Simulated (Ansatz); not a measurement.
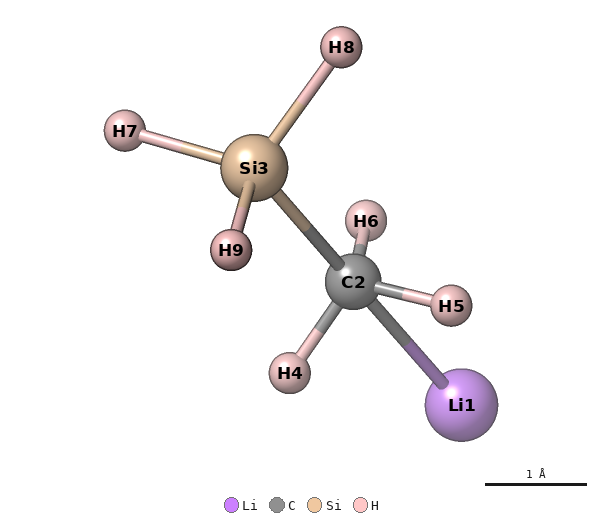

Orthographic view. Depth is shown by fading: the farther an atom, the more it takes the colour of the background. Charge +1, singlet. The computed structure is the end point of a PBE-D4/def2-SVP optimisation. No frequency run is at hand to confirm it as a minimum.

List the bonded neighbours of every atom.

Li1: C2
C2: Li1, Si3, H4, H5, H6
Si3: C2, H7, H8, H9
H4: C2
H5: C2
H6: C2
H7: Si3
H8: Si3
H9: Si3
